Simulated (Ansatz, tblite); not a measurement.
# B4P4 zinc blende hole disc (B₄P₄H₁₆): removing and adding an electron

What does removing or adding an electron cost or gain for B4P4 zinc blende hole disc (B₄P₄H₁₆)? Each charged state is run at several levels.

Program: Ansatz 0.2.0, Gaussian basis. Level of theory: as each input shows. These are calculated values, not measurements.

Plan: charge +1 doublet, at the geometry of the singlet (PBE0-D4/def2-TZVP, PBE-D4/def2-TZVP, HF/def2-TZVP); charge -1 doublet, at the geometry of the singlet (PBE0-D4/def2-TZVP, PBE-D4/def2-TZVP, HF/def2-TZVP); the starting singlet's energies come from earlier runs.

**1. The structure**

The singlet was relaxed beforehand with r2SCAN-D4/def2-SVP.

24 atoms, charge 0, spin multiplicity 1.

Atoms are counted from 1 here; the program's logs count them from 0.

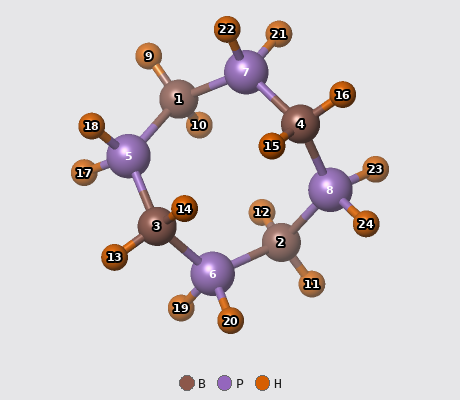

The geometry (boron brown, phosphorus purple, hydrogen orange); atoms are numbered from 1 in the order of the file.

As a file:

```xyz
24
B4H16P4
B    -1.4032    1.3939   -1.0124
B     1.4034   -1.3951   -1.0114
B    -1.3947   -1.4029    1.0128
B     1.3945    1.4034    1.0113
P    -2.2965   -0.0059    0.0020
P     0.0062   -2.2961   -0.0002
P    -0.0062    2.2962   -0.0022
P     2.2965    0.0066    0.0004
H    -2.2321    2.2178   -1.3513
H    -0.8566    0.8479   -1.9517
H     2.2324   -2.2197   -1.3486
H     0.8569   -0.8510   -1.9519
H    -2.2188   -2.2320    1.3507
H    -0.8499   -0.8563    1.9528
H     0.8496    0.8566    1.9511
H     2.2185    2.2326    1.3494
H    -3.2199   -0.5841   -0.9067
H    -3.2188    0.5689    0.9140
H    -0.5677   -3.2195   -0.9116
H     0.5843   -3.2184    0.9098
H     0.5679    3.2188   -0.9144
H    -0.5844    3.2193    0.9069
H     3.2179    0.5851   -0.9101
H     3.2207   -0.5663    0.9117
```

**2. Charge +1 doublet at the fixed geometry, PBE0-D4/def2-TZVP**

in.yaml

```yaml
crystal:
  periodic: [false, false, false]
  atoms:
    - {symbol: B, position_ang: [-1.403242, 1.393859, -1.012351]}
    - {symbol: B, position_ang: [1.403432, -1.395097, -1.011411]}
    - {symbol: B, position_ang: [-1.394730, -1.402897, 1.012757]}
    - {symbol: B, position_ang: [1.394522, 1.403433, 1.011264]}
    - {symbol: P, position_ang: [-2.296522, -0.005911, 0.002043]}
    - {symbol: P, position_ang: [0.006216, -2.296105, -0.000210]}
    - {symbol: P, position_ang: [-0.006212, 2.296233, -0.002232]}
    - {symbol: P, position_ang: [2.296512, 0.006649, 0.000442]}
    - {symbol: H, position_ang: [-2.232073, 2.217848, -1.351253]}
    - {symbol: H, position_ang: [-0.856561, 0.847907, -1.951727]}
    - {symbol: H, position_ang: [2.232372, -2.219669, -1.348641]}
    - {symbol: H, position_ang: [0.856891, -0.850995, -1.951935]}
    - {symbol: H, position_ang: [-2.218838, -2.232026, 1.350656]}
    - {symbol: H, position_ang: [-0.849913, -0.856256, 1.952807]}
    - {symbol: H, position_ang: [0.849591, 0.856586, 1.951135]}
    - {symbol: H, position_ang: [2.218534, 2.232568, 1.349371]}
    - {symbol: H, position_ang: [-3.219853, -0.584105, -0.906748]}
    - {symbol: H, position_ang: [-3.218812, 0.568917, 0.914036]}
    - {symbol: H, position_ang: [-0.567715, -3.219512, -0.911635]}
    - {symbol: H, position_ang: [0.584300, -3.218354, 0.909751]}
    - {symbol: H, position_ang: [0.567857, 3.218776, -0.914449]}
    - {symbol: H, position_ang: [-0.584400, 3.219293, 0.906850]}
    - {symbol: H, position_ang: [3.217898, 0.585142, -0.910139]}
    - {symbol: H, position_ang: [3.220739, -0.566283, 0.911660]}
basis:
  gaussian: {orbitals: def2-TZVP}
total_charge: 1
magnetization: {spin_polarized: true, initial_magnetization: 1}
hamiltonian: {xc: pbe0, dispersion: d4}
scf: {omitted_lower_state_checks: [starts]}
output: {orbitals: {seedname: orbitals}}
```

Started as:

```
ansatz run in.yaml --threads 2 --pin off --events-out ev --progress --plain --max-ram 22528MiB --backend cuda --devices 0, --max-vram 18GiB
```

The program printed:

```text
Functional definition: PBE0
  name "PBE0"
  cite "Adamo & Barone, J. Chem. Phys. 110, 6158 (1999) doi:10.1063/1.478522"
  cite "Perdew, Burke & Ernzerhof, Phys. Rev. Lett. 77, 3865 (1996) doi:10.1103/PhysRevLett.77.3865"
  parent pbe
  parameter a = 0.25
  parameter kappa = 0.804
  parameter beta = 0.06672455060314922
  exchange = (1 - a)*pbe_x(kappa = kappa, mu = beta*pi^2/3) + a*exact_x
  correlation = pbe_c(beta = beta)
these checks for a lower state are left out or cut short: starts
2508 factors; their error is unknown
mean field evaluation 1: about -40088.4184 eV, gradient 3.9e1 eV
mean field evaluation 2: about -40087.6446 eV, gradient 4.0e1 eV
mean field evaluation 4: about -40097.7498 eV, gradient 1.7e0 eV
mean field evaluation 8: about -40097.7670 eV, gradient 1.2e-1 eV
mean field evaluation 16: about -40097.7933 eV, gradient 4.5e-4 eV
mean field -40097.79326969 eV, -1473.5667234008 hartree, gradient 2.5e-5 eV, S^2 0.755549; 0 other end points of the search recorded, 0 dependent functions left out
reference -40097.79332000 eV, -1473.5667252495 hartree; 48, 47 occupied and 320, 321 virtual orbitals, 2508 factors
Total energy: -40098.53747397 eV, -1473.5940724037 hartree
Checks for a lower state left out: starts
```

Wall time 13 s (1 × H100 (card shared with other runs) with 2 threads of AMD EPYC 7R13, shared host); peak host memory 1 GiB.

From the report: HOMO -12.23 eV, LUMO -10.81 eV (over both spins); ⟨S²⟩ 0.756 (pure: 0.75).

**3. Charge +1 doublet at the fixed geometry, PBE-D4/def2-TZVP**

start.molden holds the orbitals of an earlier run on this state, given as this run's starting guess.

Edit in.yaml of step 2 so:

```diff
@@ -28,6 +28,6 @@
 basis:
-  gaussian: {orbitals: def2-TZVP}
+  gaussian: {orbitals: def2-TZVP, initial_orbitals: start.molden}
 total_charge: 1
 magnetization: {spin_polarized: true, initial_magnetization: 1}
-hamiltonian: {xc: pbe0, dispersion: d4}
+hamiltonian: {xc: pbe, dispersion: d4}
 scf: {omitted_lower_state_checks: [starts]}
```

The command is unchanged.

The program printed:

```text
Functional definition: PBE
  name "PBE"
  cite "Perdew, Burke & Ernzerhof, Phys. Rev. Lett. 77, 3865 (1996) doi:10.1103/PhysRevLett.77.3865"
  parent pbe
  parameter kappa = 0.804
  parameter beta = 0.06672455060314922
  exchange = pbe_x(kappa = kappa, mu = beta*pi^2/3)
  correlation = pbe_c(beta = beta)
these checks for a lower state are left out or cut short: starts
2460 factors; their error is unknown
mean field evaluation 1: about -40093.5110 eV, gradient 1.1e1 eV
mean field evaluation 2: about -40093.7027 eV, gradient 2.4e-1 eV
mean field evaluation 4: about -40093.6687 eV, gradient 1.4e-3 eV
mean field -40093.66873502 eV, -1473.4151495472 hartree, gradient 2.7e-5 eV, S^2 0.751807; 0 other end points of the search recorded, 0 dependent functions left out
reference -40093.66880251 eV, -1473.4151520275 hartree; 48, 47 occupied and 320, 321 virtual orbitals, 2460 factors
Total energy: -40094.51704829 eV, -1473.4463244849 hartree
Checks for a lower state left out: starts
```

Run time: 6.5 s. Hardware: 1 × H100 (card shared with other runs) with 2 threads of AMD EPYC 7R13, shared host; peak host memory 0.99 GiB.

HOMO -11.24 eV, LUMO -10.95 eV (over both spins); ⟨S²⟩ 0.752 (pure: 0.75).

**4. Charge +1 doublet at the fixed geometry, HF/def2-TZVP**

Edit in.yaml of step 3 so:

```diff
@@ -31,3 +31,3 @@
 magnetization: {spin_polarized: true, initial_magnetization: 1}
-hamiltonian: {xc: pbe, dispersion: d4}
+hamiltonian: {xc: hf}
 scf: {omitted_lower_state_checks: [starts]}
```

The command is unchanged.

The program printed:

```text
Functional definition: HF
  name "HF"
  cite "Fock, Z. Phys. 61, 126 (1930) doi:10.1007/BF01340294"
  parent pbe
  exchange = exact_x
  correlation = 0
these checks for a lower state are left out or cut short: starts
2964 factors; their error is unknown
mean field evaluation 1: about -40019.1723 eV, gradient 3.0e1 eV
mean field evaluation 2: about -40020.7003 eV, gradient 1.7e0 eV
mean field evaluation 4: about -40020.9357 eV, gradient 1.5e-1 eV
mean field evaluation 8: about -40021.4814 eV, gradient 5.1e-3 eV
mean field -40021.48119323 eV, -1470.7623063170 hartree, gradient 1.8e-5 eV, S^2 0.790431; 0 other end points of the search recorded, 0 dependent functions left out
reference -40021.48119323 eV, -1470.7623063170 hartree; 48, 47 occupied and 320, 321 virtual orbitals, 2964 factors
Total energy: -40021.48119323 eV, -1470.7623063170 hartree
Checks for a lower state left out: starts
```

Wall time 10 s (1 × H100 (card shared with other runs) with 2 threads of AMD EPYC 7R13, shared host); peak host memory 1.1 GiB.

Report: HOMO -14.41 eV, LUMO -8.00 eV (over both spins); ⟨S²⟩ 0.790 (pure: 0.75).

**5. Vertical ionisation energy**

Charged state less starting state, singlet to doublet; the starting state's energies are those of its earlier runs.

```
            level  vertical ionisation energy (eV)  time
     HF/def2-TZVP                            +9.51  13 s
 PBE-D4/def2-TZVP                            +8.90  11 s
PBE0-D4/def2-TZVP                            +9.40  16 s
```

Times add the two runs; a level without a time comes out of a correlated run.

Beside −ε(HOMO) of the starting state:

```
            level  −ε(HOMO) (eV)  by difference (eV)  mismatch (eV)
 PBE-D4/def2-TZVP           6.73                8.90          -2.17
PBE0-D4/def2-TZVP           7.89                9.40          -1.52
```

**6. Charge -1 doublet at the fixed geometry, PBE0-D4/def2-TZVP**

Edit in.yaml of step 4 so:

```diff
@@ -28,6 +28,6 @@
 basis:
-  gaussian: {orbitals: def2-TZVP, initial_orbitals: start.molden}
-total_charge: 1
+  gaussian: {orbitals: def2-TZVP}
+total_charge: -1
 magnetization: {spin_polarized: true, initial_magnetization: 1}
-hamiltonian: {xc: hf}
+hamiltonian: {xc: pbe0, dispersion: d4}
 scf: {omitted_lower_state_checks: [starts]}
```

Launched as before.

The program printed:

```text
Functional definition: PBE0
  name "PBE0"
  cite "Adamo & Barone, J. Chem. Phys. 110, 6158 (1999) doi:10.1063/1.478522"
  cite "Perdew, Burke & Ernzerhof, Phys. Rev. Lett. 77, 3865 (1996) doi:10.1103/PhysRevLett.77.3865"
  parent pbe
  parameter a = 0.25
  parameter kappa = 0.804
  parameter beta = 0.06672455060314922
  exchange = (1 - a)*pbe_x(kappa = kappa, mu = beta*pi^2/3) + a*exact_x
  correlation = pbe_c(beta = beta)
these checks for a lower state are left out or cut short: starts
2508 factors; their error is unknown
mean field evaluation 1: about -40099.6560 eV, gradient 3.1e1 eV
mean field evaluation 2: about -40100.8717 eV, gradient 2.8e1 eV
mean field evaluation 4: about -40105.8511 eV, gradient 1.8e0 eV
mean field evaluation 8: about -40105.8660 eV, gradient 7.7e-2 eV
mean field evaluation 16: about -40105.8936 eV, gradient 2.2e-3 eV
mean field evaluation 32: about -40105.9776 eV, gradient 6.4e-4 eV
mean field -40105.97761956 eV, -1473.8674927108 hartree, gradient 5.5e-6 eV, S^2 0.752163; 0 other end points of the search recorded, 0 dependent functions left out
reference -40105.97767753 eV, -1473.8674948411 hartree; 49, 48 occupied and 319, 320 virtual orbitals, 2508 factors
Total energy: -40106.84131503 eV, -1473.8992329338 hartree
Checks for a lower state left out: starts
```

It took 20 s on 1 × H100 (card shared with other runs) with 2 threads of AMD EPYC 7R13, shared host; peak host memory 1.1 GiB.

HOMO 2.44 eV, LUMO 3.58 eV (over both spins); ⟨S²⟩ 0.752 (pure: 0.75). Doubts: highest occupied level lies above zero.

**7. Charge -1 doublet at the fixed geometry, PBE-D4/def2-TZVP**

Edit in.yaml of step 6 so:

```diff
@@ -28,6 +28,6 @@
 basis:
-  gaussian: {orbitals: def2-TZVP}
+  gaussian: {orbitals: def2-TZVP, initial_orbitals: start.molden}
 total_charge: -1
 magnetization: {spin_polarized: true, initial_magnetization: 1}
-hamiltonian: {xc: pbe0, dispersion: d4}
+hamiltonian: {xc: pbe, dispersion: d4}
 scf: {omitted_lower_state_checks: [starts]}
```

Launched as before.

The program printed:

```text
Functional definition: PBE
  name "PBE"
  cite "Perdew, Burke & Ernzerhof, Phys. Rev. Lett. 77, 3865 (1996) doi:10.1103/PhysRevLett.77.3865"
  parent pbe
  parameter kappa = 0.804
  parameter beta = 0.06672455060314922
  exchange = pbe_x(kappa = kappa, mu = beta*pi^2/3)
  correlation = pbe_c(beta = beta)
these checks for a lower state are left out or cut short: starts
2460 factors; their error is unknown
mean field evaluation 1: about -40101.4787 eV, gradient 1.1e1 eV
mean field evaluation 2: about -40101.6756 eV, gradient 2.5e-1 eV
mean field evaluation 4: about -40101.6416 eV, gradient 1.3e-3 eV
mean field evaluation 8: about -40101.6416 eV, gradient 2.3e-5 eV
mean field -40101.64162887 eV, -1473.7081479918 hartree, gradient 9.0e-6 eV, S^2 0.751377; 0 other end points of the search recorded, 0 dependent functions left out
reference -40101.64170593 eV, -1473.7081508241 hartree; 49, 48 occupied and 319, 320 virtual orbitals, 2460 factors
Total energy: -40102.62697579 eV, -1473.7443588233 hartree
Checks for a lower state left out: starts
```

Run time: 6 s. Hardware: 1 × H100 (card shared with other runs) with 2 threads of AMD EPYC 7R13, shared host; peak host memory 1.1 GiB.

Report: HOMO 2.69 eV, LUMO 2.81 eV (over both spins); ⟨S²⟩ 0.751 (pure: 0.75). Doubts: highest occupied level lies above zero.

**8. Charge -1 doublet at the fixed geometry, HF/def2-TZVP**

Edit in.yaml of step 7 so:

```diff
@@ -31,3 +31,3 @@
 magnetization: {spin_polarized: true, initial_magnetization: 1}
-hamiltonian: {xc: pbe, dispersion: d4}
+hamiltonian: {xc: hf}
 scf: {omitted_lower_state_checks: [starts]}
```

Launched as before.

The program printed:

```text
Functional definition: HF
  name "HF"
  cite "Fock, Z. Phys. 61, 126 (1930) doi:10.1007/BF01340294"
  parent pbe
  exchange = exact_x
  correlation = 0
these checks for a lower state are left out or cut short: starts
2964 factors; their error is unknown
mean field evaluation 1: about -40026.3510 eV, gradient 3.0e1 eV
mean field evaluation 2: about -40027.9340 eV, gradient 1.8e0 eV
mean field evaluation 4: about -40028.1826 eV, gradient 1.7e-1 eV
mean field evaluation 8: about -40028.3682 eV, gradient 4.6e-1 eV
mean field evaluation 16: about -40028.3740 eV, gradient 1.5e-5 eV
mean field -40028.37395909 eV, -1471.0156107903 hartree, gradient 5.7e-6 eV, S^2 0.760575; 0 other end points of the search recorded, 0 dependent functions left out
reference -40028.37395909 eV, -1471.0156107903 hartree; 49, 48 occupied and 319, 320 virtual orbitals, 2964 factors
Total energy: -40028.37395909 eV, -1471.0156107903 hartree
Checks for a lower state left out: starts
```

Wall time 11 s (1 × H100 (card shared with other runs) with 2 threads of AMD EPYC 7R13, shared host); peak host memory 1.1 GiB.

HOMO 2.11 eV, LUMO 5.96 eV (over both spins); ⟨S²⟩ 0.761 (pure: 0.75). Doubts: highest occupied level lies above zero.

**9. Vertical electron affinity**

Starting state less charged state (positive: the electron is bound), singlet to doublet; the starting state's energies are those of its earlier runs.

```
            level  vertical electron affinity (eV)  time
     HF/def2-TZVP                            -2.62  14 s
 PBE-D4/def2-TZVP                            -0.79  10 s
PBE0-D4/def2-TZVP                            -1.10  23 s
```

Times add the two runs; a level without a time comes out of a correlated run.

Beside −ε(LUMO) of the starting state:

```
            level  −ε(LUMO) (eV)  by difference (eV)  mismatch (eV)
 PBE-D4/def2-TZVP           0.98               -0.79          +1.78
PBE0-D4/def2-TZVP           0.12               -1.10          +1.22
```

**10. Outcome**

```
                                            quantity                                 value
vertical ionisation energy, functionals in def2-TZVP    8.90 (PBE-D4) to 9.40 eV (PBE0-D4)
vertical electron affinity, functionals in def2-TZVP  -1.10 (PBE0-D4) to -0.79 eV (PBE-D4)
```

The vertical ionisation energy spans 8.90 to 9.40 eV over the functionals. −ε(HOMO) misses the level's own difference by -1.52 eV at best (PBE0-D4) and -2.17 eV at worst (PBE-D4). The vertical electron affinity spans -1.10 to -0.79 eV over the functionals. A negative affinity means an unbound electron, held by the basis alone. −ε(LUMO) misses the level's own difference by +1.22 eV at best (PBE0-D4) and +1.78 eV at worst (PBE-D4).
